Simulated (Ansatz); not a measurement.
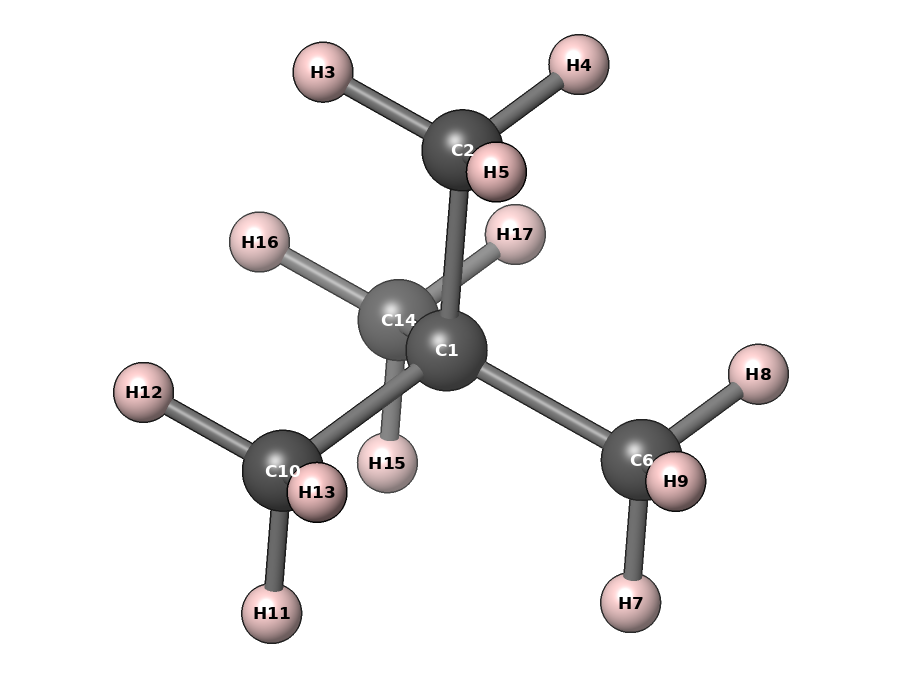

Simulated data, not a measurement (program: Ansatz).

C14 lies behind C1. The molecule seen a little off the C1–C14 bond, C1 in front. Atoms fade into the background with distance from the viewer. Geometry: a fixed input geometry, not necessarily a minimum.

**What is the torsion angle C2–C1–C14–H15? The sign is positive where the front bond must turn clockwise to cover the back bond.**

180°, antiperiplanar (anti). The bonds about C1–C14 are staggered.
